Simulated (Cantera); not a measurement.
Feed: 1 mol SiH2Cl2, 25 mol NH3, 81 mol N2, at 1725 K.

Method: chemical equilibrium by Gibbs-energy minimisation in Cantera with the NASA 1993 tables (ideal gas, pure condensed phases). Candidate condensed phases: NH4Cl, Si, Si3N4; 28 gas species. The tables' values for SiCl, SiN are old estimates; treat these amounts as uncertain. Rates play no part.

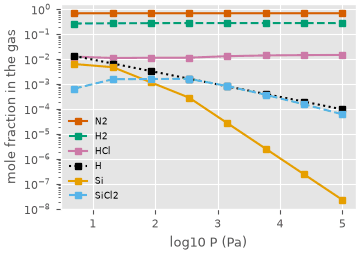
Fig. 1. Equilibrium gas composition (values under 1e-9 drawn at 1e-9)

Problem. Read off the mole fractions at 0.0590 bar.

Solution. N2 about 0.70, H2 about 0.28, HCl about 0.014, H about 0.00041, SiCl2 about 0.00038, Si about 2.6e-6.
